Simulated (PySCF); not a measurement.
**C3H5Br (SMILES C=CCBr): density, localisation and related maps**

```xyz
9

C    -1.2687   -0.3211    0.5834
C    -0.2368    0.4511    0.2388
C     0.8566    0.0108   -0.6624
Br    2.5806   -0.0139    0.2718
H    -2.0645    0.0459    1.2361
H    -1.3559   -1.3511    0.2224
H    -0.1648    1.4752    0.6225
H     1.0072    0.7006   -1.5034
H     0.6988   -1.0055   -1.0452
```

Geometry: PBE0-D3(BJ)/def2-SVP.

Theory: PySCF 2.14.0, PBE0/def2-SVPD, SCF density, gas phase.

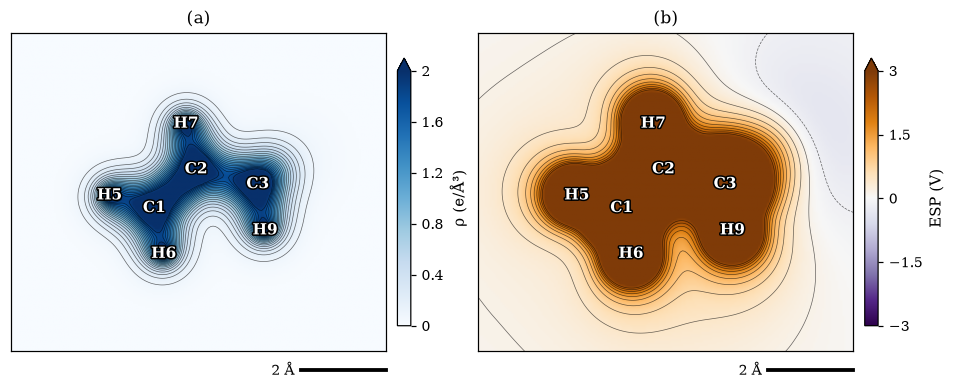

Figure 1. (a) total electron density; (b) molecular electrostatic potential on the plane of atoms C1, C2 and C3.

> Describe what can be read from this map.

- The section cuts through C and H sites.
- C–C (1.33 Å): the density is about 2.3 e/Å³ at the midpoint.
- C–H (1.09 Å): ρ at the midpoint is about 1.9 e/Å³.
- C–C (1.48 Å): ρ is about 1.8 e/Å³ halfway.
- Outside the dense part of the molecule the potential is most negative (−0.3 V) near Br4, which lies off the plane.

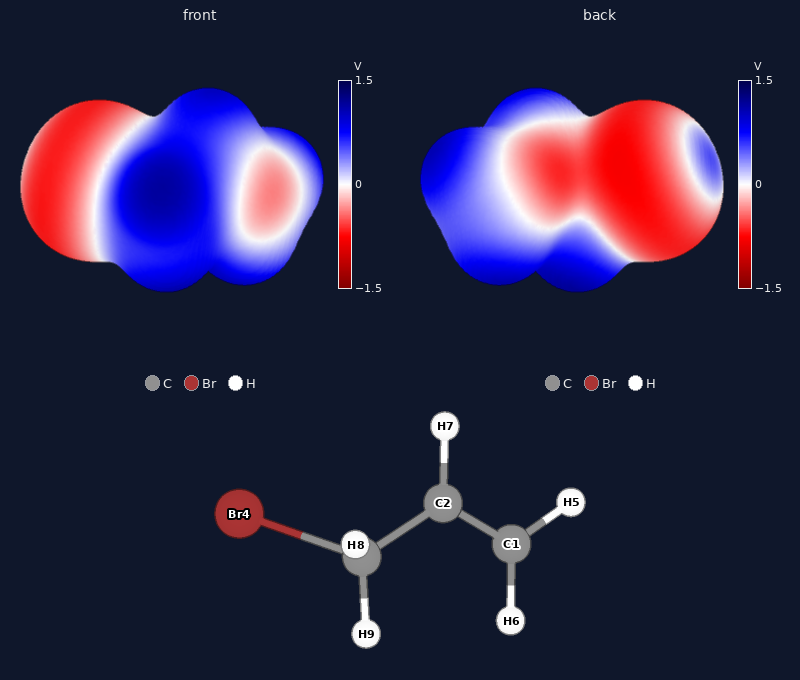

Figure 2. The electrostatic potential painted on the density surface at 0.002 e/bohr³, seen from the front and from behind; red is negative and blue positive. The bare structure is drawn below in the same view.

> Which sites attract a positive test charge, and which a negative one?

A positive charge is drawn to the negative regions and a negative charge to the positive ones. The most negative region (about −0.8 V) lies over Br4, the most positive (about +1.1 V) over H8 and H9. Br4 shows a σ-hole: about +0.5 V at the tip opposite its bond, against about −0.7 V on its flanks.
